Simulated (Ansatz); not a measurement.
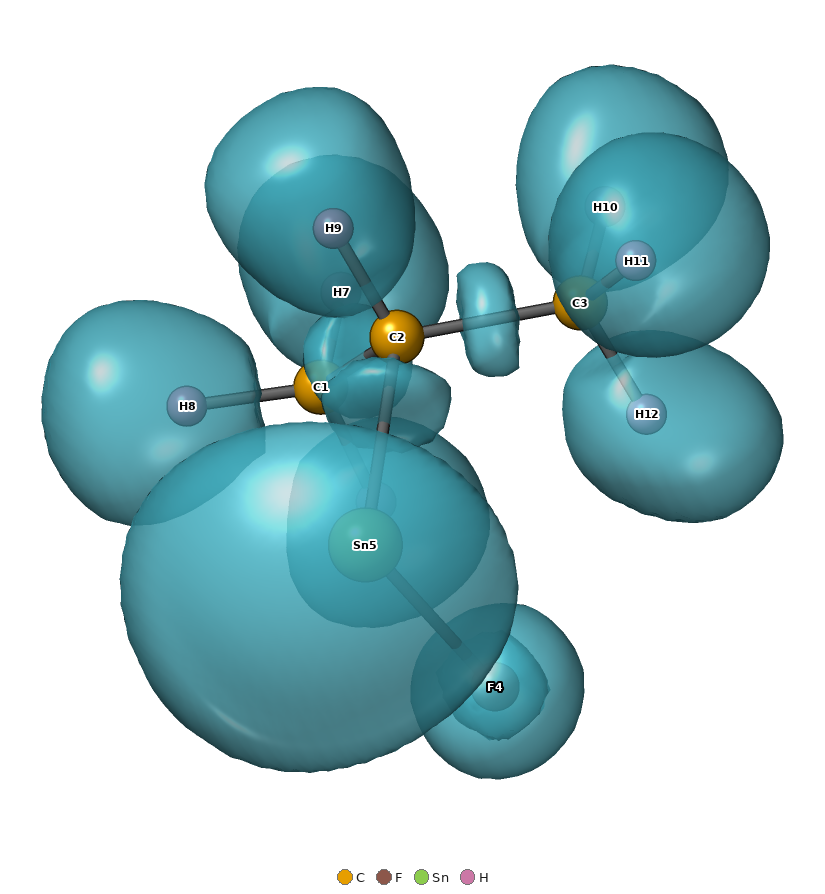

Figure. C3H7FSn. Isosurface of the electron localisation function at 0.8 (cyan), seen at a tilt. Core shells and regions of very low density are left out.

Geometry: PBE0-D4/def2-SVP; core potentials replace the inner electrons of Sn.

The calculation used isolated molecule in a Gaussian basis; Kohn-Sham density functional theory, functional PBE0 (Ansatz).

```csv
atom,x (Å),y (Å),z (Å)
C,-0.6151,0.3849,1.1204
C,-0.1034,-0.6371,0.1110
C,1.2249,-0.2133,-0.5062
F,-1.3364,1.1254,-1.9279
Sn,-1.5972,-0.7885,-1.5247
H,-0.8076,1.3528,0.6289
H,0.1232,0.5642,1.9237
H,-1.5495,0.0660,1.6134
H,0.0005,-1.6261,0.5921
H,1.9953,-0.0450,0.2688
H,1.6326,-0.9684,-1.2003
H,1.1097,0.7299,-1.0653
```

Q: What do the ELF domains correspond to?

A: The surface consists of two regions between bonded C–C atoms (shared pairs), seven regions around hydrogen nuclei, one lobe of the valence shell of C pointing towards Sn (polar bonds), one lobe on Sn, pointing away from the bonds (lone pairs) and one region wrapped around F (its valence shell). Profiles from the grid: C–C (1.52 Å): the ELF peaks at about 0.95 between the atoms; a shared electron pair. Sn–F (1.97 Å): the ELF peaks at about 0.80 in the valence shell of F, 0.6 Å from its nucleus, and drops to about 0.15 between the two atoms.
